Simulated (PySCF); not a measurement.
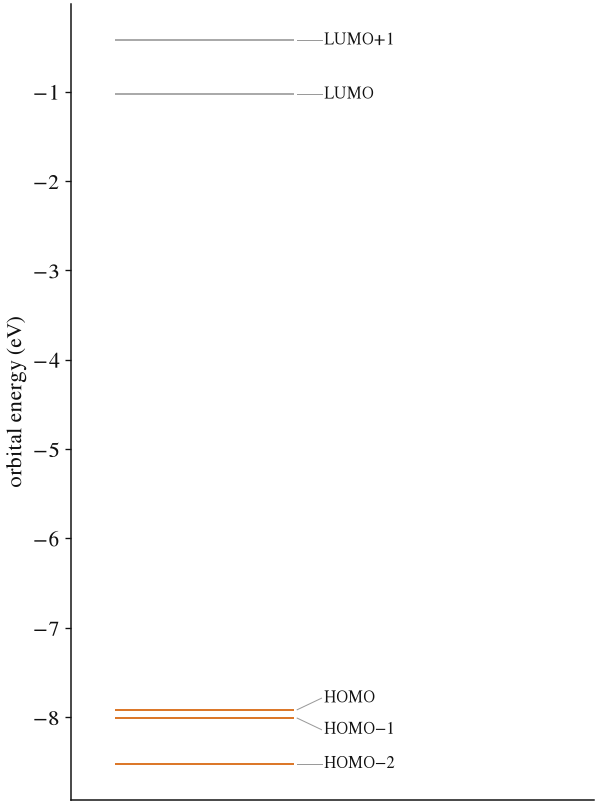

Kohn-Sham orbital energies near the frontier, B3LYP/def2-SVPD with PySCF, at a GFN2-xTB geometry (no frequency check), isolated molecule; empty levels in grey, levels within 0.03 eV side by side.

Which molecule has this level scheme?
A. C₄H₇N₂⁺, SMILES C[n+]1cc[nH]c1
B. C₅H₉BSe, SMILES B[C@@H]1CC=C[Se]C1
C. Si₄H₁₀O, SMILES O[SiH2][SiH]([SiH3])[SiH3]

C. HOMO −7.92 eV, LUMO −1.03 eV, separation 6.89 eV.

Known limits of this run: the tight-binding geometry is rougher than a DFT one and adds to the error; one conformer of a flexible molecule.
